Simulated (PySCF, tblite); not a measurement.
**C6H16B2O2: geometry, infrared bands and NMR shifts**

Aim: predict the infrared bands and NMR shifts of C6H16B2O2 (`COC(C)(BB(C)C)OC`).

The runs use tblite 0.8.0 and PySCF 2.14.0, with density-fitted response routines of our own; the level of theory stands in each step. All values are computed, except where a source is named. Atoms count from 0, in the outputs and in this text.

## 1. The molecule as given

26 atoms, charge 0, multiplicity 1; geometry from: force field or distance geometry start.

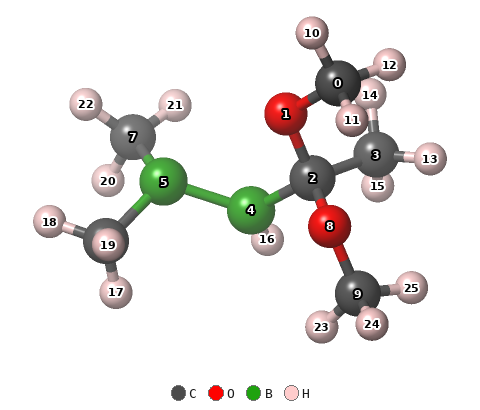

The starting geometry (carbon dark grey, oxygen red, boron green, hydrogen pink), atoms numbered; sticks join atoms by distance.

## 2. Geometry optimisation with GFN2-xTB

What the job is given:

```
{"job": {"kind": "relax", "xc": "GFN2-xTB", "basis": "xTB"}, "charge": 0, "multiplicity": 1}
C     -2.191400     1.789400    -0.458400
O     -0.908500     1.320800    -0.274800
C     -0.896700    -0.035700     0.132300
C     -1.604000    -0.086400     1.437300
B      0.578600    -0.508600     0.321900
B      1.883600     0.387600    -0.218900
C      2.686200    -0.257600    -1.454100
C      2.839700     1.019300     0.899100
O     -1.517800    -0.725600    -0.889100
C     -1.637300    -2.086600    -0.701700
H     -2.095200     2.863900    -0.768600
H     -2.721500     1.273700    -1.316300
H     -2.836400     1.778500     0.443900
H     -2.684700    -0.293400     1.370900
H     -1.516500     0.914300     1.956700
H     -1.125200    -0.827600     2.111000
H      0.839800    -1.293400     1.165000
H      2.897200    -1.303000    -1.172200
H      3.668100     0.268100    -1.517900
H      2.173500    -0.107000    -2.390900
H      3.635700     0.247900     1.059800
H      2.325000     1.269100     1.827700
H      3.349700     1.871400     0.406300
H     -0.693900    -2.634800    -0.588000
H     -2.206000    -2.483200    -1.563900
H     -2.263200    -2.338400     0.196000
```

Launch:

```
$ OMP_NUM_THREADS=1 python probes_run.py task.json out
```

This one command runs all jobs of the session in turn.

**Question.** This job is followed by: GFN2-xTB harmonic vibrations, gas phase; GIAO PBE0/pcSseg-1 NMR shielding, non-relativistic, gas phase. What will the session give for the following? strongest single infrared mode (GFN2-xTB); zero-point energy (GFN2-xTB); 13C shifts against TMS (PBE0/pcSseg-1, means over atoms taken as alike); 1H shifts against TMS (PBE0/pcSseg-1, means over atoms taken as alike); 17O shifts against H2O (PBE0/pcSseg-1, means over atoms taken as alike); 11B shifts against BF3·OEt2 (PBE0/pcSseg-1).

**Answer**, as computed:

| quantity | value |
| --- | --- |
| strongest single infrared mode (GFN2-xTB) | 1086 cm⁻¹, 110 km/mol |
| zero-point energy (GFN2-xTB) | 134.7 kcal/mol |
| 13C shifts against TMS (PBE0/pcSseg-1, means over atoms taken as alike) | 113.3, 52.3, 17.5, 14.6 ppm |
| 1H shifts against TMS (PBE0/pcSseg-1, means over atoms taken as alike) | 9.52, 3.51, 1.23, 1.02 ppm |
| 17O shifts against H2O (PBE0/pcSseg-1, means over atoms taken as alike) | 67.5 ppm |
| 11B shifts against BF3·OEt2 (PBE0/pcSseg-1) | 104.8, 99.0 ppm |

Relaxing lowered the energy by 1.314 eV in 222 steps; the close pair that moved most is C2–C3, from 1.485 to 1.543 Å. The lowest mode is slightly imaginary (5i cm⁻¹), a soft motion within the noise of the Hessian, so the minimum is not strictly shown. Unscaled tight-binding wavenumbers are off by several per cent, some by more. Its intensities can rank the bands wrongly. At PBE0/pcSseg-1: The largest span, 241 ppm, is at B4, where the paramagnetic term is -200 ppm.
